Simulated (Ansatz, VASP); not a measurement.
## Se in two plane-wave programs

Wanted: the spread between two codes on one cell, functional and k mesh. The cell comes out of earlier VASP steps on this material, which relaxed, scaled or displaced it; both programs get it as it stands.

Calculated with Ansatz 0.2.0; plane waves, with VASP 6.6.1 beside it; zone-centre phonons at PBE.

## (1) The structure

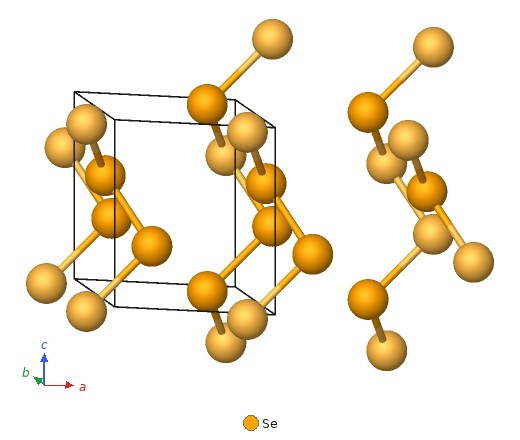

Start, viewed slightly off an axis; selenium orange. 2×1×1 cells are drawn. Some periodic images of atoms are drawn too.

## (2) VASP: zone-centre phonons, PBE

Second derivatives magnify differences that forces hide, and they need a tight electronic threshold.

Lines of VASP's logs that name or quote its potential files are left out, and so is its time.

Input file INCAR:

```
SYSTEM = Se
PREC = Accurate
ENCUT = 400
EDIFF = 1E-08
NELM = 100
ISMEAR = 0
SIGMA = 0.02
LREAL = .FALSE.
ALGO = Normal
GGA = PE
NBANDS = 15
LORBIT = 11
LWAVE = .FALSE.
LCHARG = .FALSE.
KPAR = 4
IBRION = 8
LEPSILON = .TRUE.
```

Input file POSCAR:

```
Se
1.0
    4.3661999490      0.0000000000      0.0000000000
   -2.1830999740      3.7812400740      0.0000000000
    0.0000000000      0.0000000000      4.9536000000
Se
3
Direct
    0.2320588278      0.0000000000      0.3333333330
    0.0000000000      0.2320588278      0.6666666670
    0.7679411722      0.7679411722      0.0000000000
```

Input file KPOINTS:

```
Automatic mesh
0
Gamma
10 10 8
0 0 0
```

PAW data sets: Se (PBE family, release 64).

Run with:

```bash
$ mpirun -np 4 vasp_std
```

Numbers of over 12 decimals in the logs are rounded to 6 here.

The program printed:

```text
[banner, memory and clock lines left out]
running    4 mpi-ranks, on    1 nodes
 distrk:  each k-point on    1 cores,    4 groups
 distr:  one band on    1 cores,    1 groups

 POSCAR found type information on POSCAR Se
 POSCAR found :  1 types and       3 ions
 LDA part: xc-table for (Slater+PW92), standard interpolation
 POSCAR, INCAR and KPOINTS ok, starting setup
 FFT: planning ... GRIDC
 FFT: planning ... GRID_SOFT
 FFT: planning ... GRID
 WAVECAR not read
 entering main loop
       N       E                     dE             d eps       ncg     rms          rms(c)
DAV:   1     0.734439155515E+02    0.73444E+02   -0.62324E+03  2820   0.807E+02
DAV:   2    -0.590502491416E+01   -0.79349E+02   -0.75407E+02  3775   0.148E+02
DAV:   3    -0.105304791752E+02   -0.46255E+01   -0.46103E+01  3331   0.415E+01
DAV:   4    -0.105625337667E+02   -0.32055E-01   -0.32047E-01  3828   0.414E+00
DAV:   5    -0.105627675001E+02   -0.23373E-03   -0.23373E-03  3499   0.344E-01    0.668E+00
DAV:   6    -0.104950058933E+02    0.67762E-01   -0.38745E-02  3618   0.128E+00    0.411E+00
DAV:   7    -0.104725657485E+02    0.22440E-01   -0.75964E-02  3352   0.177E+00    0.200E-01
DAV:   8    -0.104719814195E+02    0.58433E-03   -0.89466E-03  3240   0.598E-01    0.106E-01
DAV:   9    -0.104721073499E+02   -0.12593E-03   -0.29925E-04  3898   0.116E-01    0.309E-02
DAV:  10    -0.104721423973E+02   -0.35047E-04   -0.50620E-05  3443   0.490E-02    0.750E-03
DAV:  11    -0.104721454805E+02   -0.30832E-05   -0.77462E-06  3877   0.171E-02    0.352E-03
DAV:  12    -0.104721453314E+02    0.14908E-06   -0.16407E-06  3681   0.833E-03    0.194E-03
DAV:  13    -0.104721453360E+02   -0.45311E-08   -0.25386E-07  3863   0.295E-03    0.447E-04
DAV:  14    -0.104721453460E+02   -0.10075E-07   -0.19358E-08  3433   0.885E-04    0.252E-04
DAV:  15    -0.104721453598E+02   -0.13807E-07   -0.96740E-10  2502   0.192E-04    0.584E-05
DAV:  16    -0.104721453656E+02   -0.57748E-08   -0.52844E-10  1823   0.150E-04
   1 F= -.10472145E+02 E0= -.10472145E+02  d E =-.728128E-34
 Linear response reoptimize wavefunctions to high precision
DAV:   1    -0.104721453658E+02   -0.19793E-09   -0.10211E-10  2348   0.679E-05
DAV:   2    -0.104721453658E+02   -0.36039E-10   -0.46542E-12  1669   0.203E-05
 Linear response G [H, r] |phi>, progress :
  Direction:   1
       N       E                     dE             d eps       ncg     rms
RMM:   1    -0.816105164644E+02   -0.81611E+02    0.15378E+02  7242   0.744E+01
RMM:   2    -0.755007220565E+02    0.61098E+01   -0.11060E+01  4782   0.199E+01
RMM:   3    -0.756306323274E+02   -0.12991E+00   -0.19018E-01  4931   0.218E+00
RMM:   4    -0.756315605673E+02   -0.92824E-03   -0.55091E-03  5057   0.360E-01
RMM:   5    -0.756315857703E+02   -0.25203E-04   -0.23714E-04  5067   0.536E-02
RMM:   6    -0.756315764278E+02    0.93425E-05   -0.38156E-07  5136   0.102E-02
RMM:   7    -0.756315773507E+02   -0.92285E-06   -0.37438E-06  5072   0.186E-03
RMM:   8    -0.756315769412E+02    0.40942E-06    0.16349E-06  4654   0.538E-04
RMM:   9    -0.756315769199E+02    0.21339E-07    0.68833E-06  3635   0.284E-04
RMM:  10    -0.756315768998E+02    0.20109E-07    0.69922E-08  3060   0.251E-04
RMM:  11    -0.756315769386E+02   -0.38845E-07   -0.13858E-05  2784   0.249E-04
RMM:  12    -0.756315769349E+02    0.37337E-08    0.81591E-06  2381   0.250E-04
RMM:  13    -0.756315769497E+02   -0.14780E-07   -0.96484E-06  2091   0.250E-04
 Linear response G [H, r] |phi>, progress :
  Direction:   2
       N       E                     dE             d eps       ncg     rms
RMM:   1    -0.797288879055E+02   -0.79729E+02    0.16111E+02  7168   0.740E+01
RMM:   2    -0.738549615329E+02    0.58739E+01   -0.10754E+01  4780   0.199E+01
RMM:   3    -0.739824657268E+02   -0.12750E+00   -0.18385E-01  4934   0.220E+00
RMM:   4    -0.739837215012E+02   -0.12558E-02   -0.53994E-03  5065   0.358E-01
RMM:   5    -0.739837328792E+02   -0.11378E-04   -0.21386E-04  5069   0.543E-02
RMM:   6    -0.739837281095E+02    0.47697E-05   -0.17214E-05  5135   0.102E-02
RMM:   7    -0.739837273208E+02    0.78868E-06   -0.44527E-06  5057   0.191E-03
RMM:   8    -0.739837270599E+02    0.26087E-06   -0.48689E-06  4573   0.553E-04
RMM:   9    -0.739837270173E+02    0.42643E-07    0.57043E-06  3697   0.301E-04
RMM:  10    -0.739837271379E+02   -0.12067E-06   -0.28375E-06  3010   0.265E-04
RMM:  11    -0.739837271204E+02    0.17594E-07   -0.32129E-06  2740   0.264E-04
RMM:  12    -0.739837271428E+02   -0.22407E-07   -0.88115E-06  2363   0.265E-04
RMM:  13    -0.739837271236E+02    0.19143E-07   -0.19055E-06  2101   0.265E-04
 Linear response G [H, r] |phi>, progress :
  Direction:   3
       N       E                     dE             d eps       ncg     rms
RMM:   1    -0.955184397580E+02   -0.95518E+02   -0.47847E+01  7281   0.715E+01
RMM:   2    -0.744199932264E+02    0.21098E+02   -0.14534E+01  4785   0.213E+01
RMM:   3    -0.743972641683E+02    0.22729E-01   -0.26704E-01  4831   0.241E+00
[...]
RMM:   5    -0.245260219171E+01   -0.52546E-06   -0.14759E-06  4866   0.294E-03
RMM:   6    -0.245260219031E+01    0.14085E-08   -0.17702E-07  4488   0.507E-04
RMM:   7    -0.245260218203E+01    0.82768E-08   -0.34998E-08  3352   0.107E-04
 change of polarisation eV/A/(eV/A) component  2 :    -0.152     4.905    -1.494
[...]
RMM:   6    -0.227191733427E+01   -0.21209E-01   -0.74143E-04 20981   0.178E-01    0.359E-02
RMM:   7    -0.227349380341E+01   -0.15765E-02   -0.49182E-05 21771   0.400E-02    0.140E-02
RMM:   8    -0.227488569572E+01   -0.13919E-02   -0.20700E-05 20174   0.229E-02    0.199E-03
RMM:   9    -0.227503671175E+01   -0.15102E-03    0.90270E-07 22533   0.390E-03    0.106E-03
RMM:  10    -0.227509259809E+01   -0.55886E-04   -0.57075E-07 21426   0.179E-03    0.270E-04
RMM:  11    -0.227509213852E+01    0.45957E-06    0.31936E-06 22216   0.514E-04    0.739E-05
RMM:  12    -0.227509570062E+01   -0.35621E-05    0.81184E-07 19528   0.145E-04    0.272E-05
RMM:  13    -0.227509552546E+01    0.17516E-06    0.13026E-07 14798   0.760E-05    0.536E-06
 change of polarisation eV/A/(eV/A) component  2 :    -0.000     4.263    -0.000
 dielectric tensor                  component  2 :    -0.001    10.433    -0.001
 Linear response to external field, progress :
  Direction:   3
       N       E                     dE             d eps       ncg     rms          rms(c)
RMM:   1    -0.325507040661E+01   -0.32551E+01   -0.21312E+01  9112   0.595E+00
RMM:   2    -0.348118828493E+01   -0.22612E+00   -0.79692E-02  7107   0.128E+00    0.308E+00
RMM:   3    -0.332220182014E+01    0.15899E+00   -0.13836E-01  7148   0.190E+00    0.154E+00
RMM:   4    -0.340760729222E+01   -0.85405E-01   -0.98986E-02  7141   0.169E+00    0.264E-01
RMM:   5    -0.344594725891E+01   -0.38340E-01   -0.34161E-03  7174   0.381E-01    0.512E-02
RMM:   6    -0.344765399884E+01   -0.17067E-02   -0.47008E-05  7157   0.448E-02    0.343E-02
RMM:   7    -0.345096628936E+01   -0.33123E-02   -0.51141E-05  7116   0.501E-02    0.350E-03
RMM:   8    -0.345110497151E+01   -0.13868E-03    0.14090E-06  7593   0.513E-03    0.199E-03
RMM:   9    -0.345119173484E+01   -0.86763E-04   -0.35525E-06  7102   0.377E-03    0.303E-04
RMM:  10    -0.345118412832E+01    0.76065E-05   -0.29679E-06  7697   0.596E-04    0.139E-04
RMM:  11    -0.345118539877E+01   -0.12704E-05   -0.20586E-06  6671   0.302E-04    0.255E-05
RMM:  12    -0.345118441601E+01    0.98276E-06   -0.21169E-07  5464   0.729E-05    0.150E-05
RMM:  13    -0.345118347187E+01    0.94415E-06    0.14359E-07  3239   0.497E-05    0.328E-06
 change of polarisation eV/A/(eV/A) component  3 :     0.482    -0.485     6.458
 dielectric tensor                  component  3 :     1.067    -1.072    15.289
 Linear response DOF=           3
 Linear response progress:
  Degree of freedom:   1/  3
       N       E                     dE             d eps       ncg     rms          rms(c)
RMM:   1    -0.830730491326E-01   -0.83073E-01    0.40642E-02 15370   0.153E+00
RMM:   2    -0.801577130271E-01    0.29153E-02   -0.27122E-03 10735   0.312E-01    0.115E-01
RMM:   3    -0.800559155122E-01    0.10180E-03   -0.57870E-05 11799   0.466E-02    0.683E-02
RMM:   4    -0.800012460072E-01    0.54670E-04   -0.44989E-05 11871   0.422E-02    0.122E-02
RMM:   5    -0.799944573996E-01    0.67886E-05   -0.31055E-07 12141   0.561E-03    0.374E-03
RMM:   6    -0.799889017149E-01    0.55557E-05   -0.50864E-07 12032   0.294E-03    0.467E-04
RMM:   7    -0.799887348370E-01    0.16688E-06   -0.28602E-08 12330   0.618E-04    0.149E-04
RMM:   8    -0.799886836869E-01    0.51150E-07   -0.35977E-09 12190   0.208E-04    0.408E-05
RMM:   9    -0.799887347889E-01   -0.51102E-07    0.13872E-08 12246   0.698E-05    0.190E-05
RMM:  10    -0.799887612463E-01   -0.26457E-07   -0.44550E-09 11924   0.337E-05    0.489E-06
RMM:  11    -0.799887638817E-01   -0.26354E-08   -0.43476E-09 12315   0.158E-05    0.125E-06
 first order change of Fermi-energy  -0.81583E+01
 force on displaced ion       1 direction 1 :  -6.849   0.000   0.000
 Born effective charge ion    1 direction 1 :   1.038   0.000   0.000
 Linear response progress:
  Degree of freedom:   2/  3
       N       E                     dE             d eps       ncg     rms          rms(c)
RMM:   1    -0.856323762305E-01   -0.85632E-01    0.36000E-02 27420   0.151E+00
RMM:   2    -0.831805135792E-01    0.24519E-02   -0.27497E-03 19224   0.304E-01    0.882E-02
RMM:   3    -0.830137640619E-01    0.16675E-03   -0.10094E-04 21087   0.532E-02    0.499E-02
RMM:   4    -0.829813018964E-01    0.32462E-04   -0.61664E-05 21413   0.441E-02    0.877E-03
RMM:   5    -0.830114002062E-01   -0.30098E-04    0.32137E-08 21566   0.719E-03    0.329E-03
RMM:   6    -0.830321842449E-01   -0.20784E-04   -0.60514E-07 21400   0.382E-03    0.790E-04
RMM:   7    -0.830326733862E-01   -0.48914E-06   -0.11457E-07 21996   0.884E-04    0.331E-04
RMM:   8    -0.830323645720E-01    0.30881E-06    0.84103E-08 21074   0.543E-04    0.846E-05
RMM:   9    -0.830322613084E-01    0.10326E-06    0.10734E-08 20617   0.166E-04    0.174E-05
RMM:  10    -0.830322514291E-01    0.98792E-08    0.25852E-08 22113   0.545E-05    0.896E-06
 first order change of Fermi-energy   0.13690E-01
 force on displaced ion       1 direction 2 :  -0.005  -3.336  -1.549
 Born effective charge ion    1 direction 2 :   0.002  -1.036   0.953
 Linear response progress:
  Degree of freedom:   3/  3
       N       E                     dE             d eps       ncg     rms          rms(c)
RMM:   1    -0.914398974539E-01   -0.91440E-01    0.40031E-02 28632   0.158E+00
RMM:   2    -0.864214424089E-01    0.50185E-02   -0.38513E-03 19147   0.368E-01    0.137E-01
RMM:   3    -0.863081917491E-01    0.11325E-03   -0.23069E-04 21122   0.696E-02    0.748E-02
RMM:   4    -0.863021440584E-01    0.60477E-05   -0.23751E-05 21340   0.274E-02    0.335E-02
RMM:   5    -0.863144181586E-01   -0.12274E-04   -0.10154E-05 21172   0.183E-02    0.462E-03
RMM:   6    -0.862998554436E-01    0.14563E-04   -0.40248E-07 21443   0.495E-03    0.103E-03
RMM:   7    -0.863012595315E-01   -0.14041E-05    0.26290E-08 22085   0.117E-03    0.357E-04
RMM:   8    -0.863030032659E-01   -0.17437E-05   -0.49887E-08 21009   0.637E-04    0.113E-04
RMM:   9    -0.863030534618E-01   -0.50196E-07    0.39170E-08 21047   0.204E-04    0.261E-05
RMM:  10    -0.863030910741E-01   -0.37612E-07   -0.37117E-08 22158   0.610E-05    0.989E-06
RMM:  11    -0.863031401460E-01   -0.49072E-07   -0.47611E-09 21940   0.265E-05    0.231E-06
RMM:  12    -0.863031336433E-01    0.65027E-08    0.53598E-09 21584   0.981E-06    0.129E-06
 first order change of Fermi-energy  -0.24877E-01
 force on displaced ion       1 direction 3 :  -0.003  -1.549  -8.151
 Born effective charge ion    1 direction 3 :   0.001   0.535  -0.000
 Born effective charges drift removed
 Linear response finished
```

(Part 1 of 2 ends here.)

[Lines on the potential files, build, host, timing and source positions are cut from VASP's logs without a mark.]

[Logs are printed without paths, hosts, clocks, repeated set-up lines and the standing remarks that a program may print on its own settings, such as how far it seeks lower states.]

[Hosts, paths, dates, database ids (printed as entryN), source tags and the programs' standing remarks are cut or masked in the printed files.]
